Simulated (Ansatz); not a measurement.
# C2H6AlBr: single-point calculation

C2H6AlBr, computed with RKS PBE0-D4/def2-TZVPP (Ansatz 0.2.0).

The geometry comes from this level: PBE0-D4/def2-TZVP.

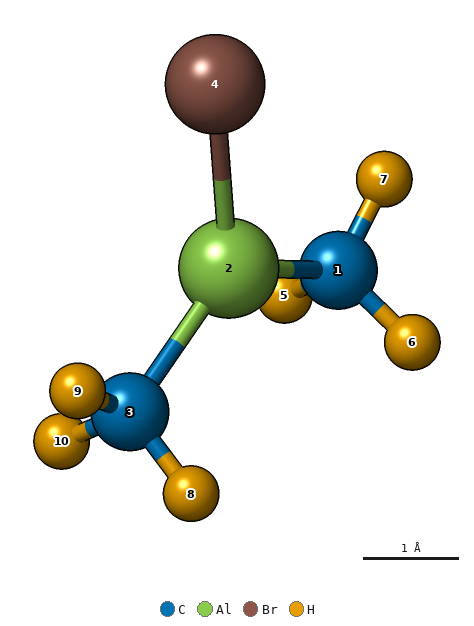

**Figure 1.** The input geometry (ball-and-stick view, seen at a tilt; atoms are numbered from 1 in the order of the input). Sticks mark near contacts.

### Input
```yaml
crystal:
  periodic: [false, false, false]
  atoms:
    - {symbol: C, position_ang: [-1.176960, 0.031288, -1.279294]}
    - {symbol: Al, position_ang: [-0.057513, -0.587710, 0.183116]}
    - {symbol: C, position_ang: [1.253787, 0.506492, 1.109502]}
    - {symbol: Br, position_ang: [-0.297072, -2.747766, 0.856732]}
    - {symbol: H, position_ang: [-0.562053, 0.393816, -2.109745]}
    - {symbol: H, position_ang: [-1.797463, 0.875146, -0.959697]}
    - {symbol: H, position_ang: [-1.836917, -0.749733, -1.660870]}
    - {symbol: H, position_ang: [0.784649, 1.403648, 1.526642]}
    - {symbol: H, position_ang: [1.746904, -0.029478, 1.922349]}
    - {symbol: H, position_ang: [2.025638, 0.853198, 0.414167]}
basis:
  gaussian: {orbitals: def2-TZVPP}
hamiltonian: {xc: pbe0, dispersion: d4}
output: {orbitals: {seedname: orbitals}}
```

Machine: 4 threads of Arm Neoverse V1, 23 GiB of memory available, shared host.

Command:
```bash
ansatz run in.yaml --threads 4 --pin off --events-out ev --progress --plain --max-ram 10444MiB
```

### Log
```
Functional definition: PBE0
  name "PBE0"
  cite "Adamo & Barone, J. Chem. Phys. 110, 6158 (1999) doi:10.1063/1.478522"
  cite "Perdew, Burke & Ernzerhof, Phys. Rev. Lett. 77, 3865 (1996) doi:10.1103/PhysRevLett.77.3865"
  parent pbe
  parameter a = 0.25
  parameter kappa = 0.804
  parameter beta = 0.06672455060314922
  exchange = (1 - a)*pbe_x(kappa = kappa, mu = beta*pi^2/3) + a*exact_x
  correlation = pbe_c(beta = beta)
1427 factors; their error is unknown
mean field evaluation 1: about -78793.2222 eV, gradient 7.0e1 eV
mean field evaluation 2: about -78789.2582 eV, gradient 7.4e1 eV
mean field evaluation 4: about -78804.3104 eV, gradient 3.3e0 eV
mean field evaluation 8: about -78804.7695 eV, gradient 1.1e-1 eV
mean field -78804.76957046 eV, -2896.0218659229 hartree, gradient 5.1e-5 eV, S^2 0.000000; 0 other end points of the search recorded, 0 dependent functions left out
reference -78804.76960309 eV, -2896.0218671223 hartree; 33, 33 occupied and 203, 203 virtual orbitals, 1427 factors
Total energy: -78804.92815983 eV, -2896.0276939751 hartree
```

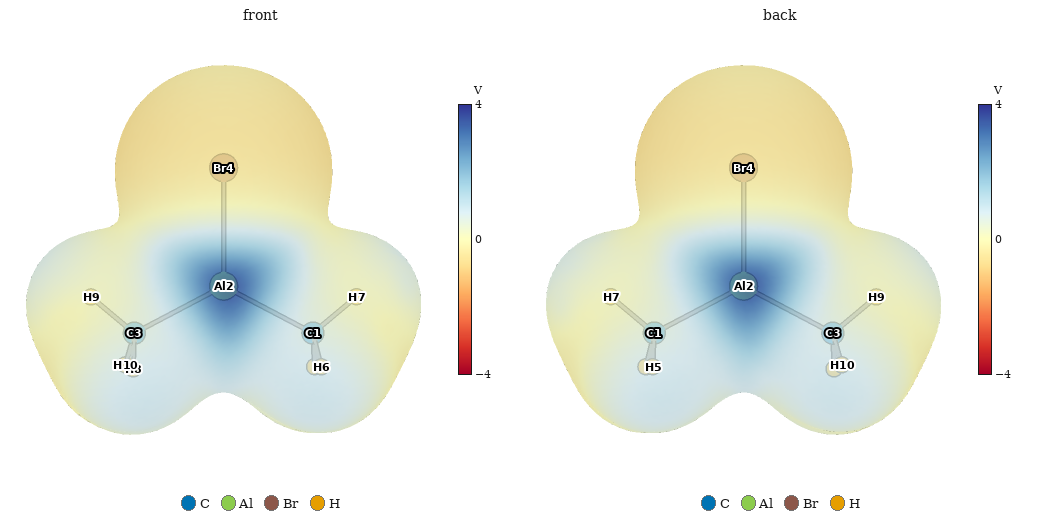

**Figure 2.** The molecular electrostatic potential painted on the density surface at 0.002 e/bohr³, seen face on and from behind; the colour scale runs from red (negative) to blue (positive). A positive charge is drawn to the negative regions and a negative charge to the positive ones.

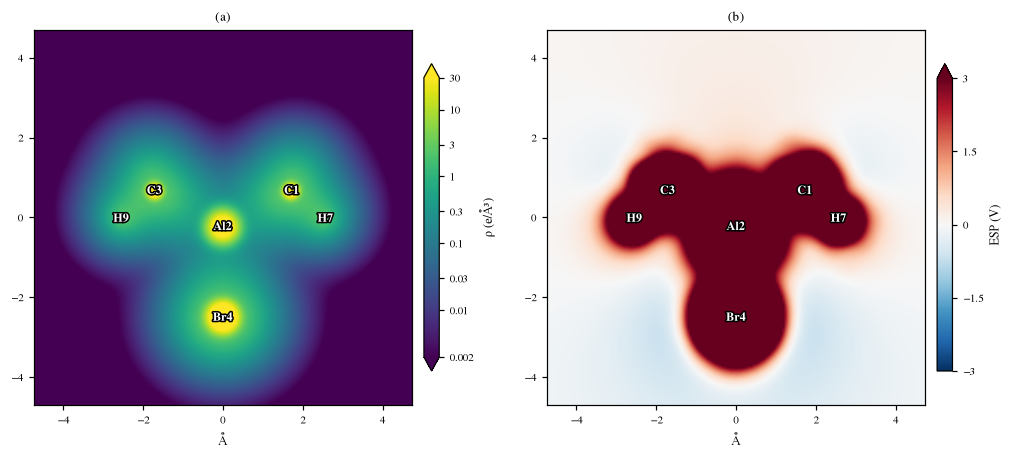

**Figure 3.** (a) total electron density; (b) electrostatic potential on the plane of atoms C1, Al2 and C3. The section cuts through C, Al, Br and H sites. C–Al (1.94 Å): ρ is about 0.73 e/Å³ halfway. Al–Br (2.28 Å): ρ at the midpoint is about 0.64 e/Å³.

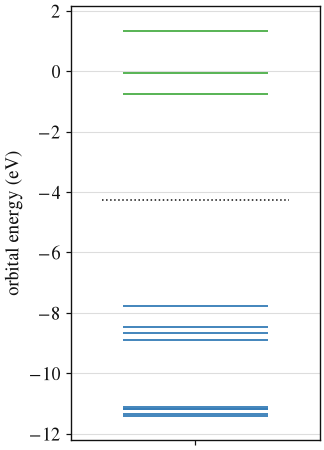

**Figure 4.** Orbital energies near the frontier; the dotted line parts filled from empty levels, and levels within 0.02 eV of each other stand side by side. Highest filled −7.77 eV, lowest empty −0.77 eV, 7.00 eV apart.

### Results in brief

```json
{"quantity": "outcome", "value": "converged"}
{"quantity": "total energy", "value": "−78804.9282 eV"}
{"quantity": "mean-field energy", "value": "−78804.7696 eV"}
{"quantity": "dispersion energy", "value": "−0.1586 eV"}
{"quantity": "SCF solution under orbital rotations", "value": "stable"}
{"quantity": "HOMO", "value": "−7.77 eV"}
{"quantity": "LUMO", "value": "−0.77 eV"}
{"quantity": "wall time", "value": "3 s (CPU time 11 s)"}
{"quantity": "peak memory", "value": "0.62 GiB"}
```
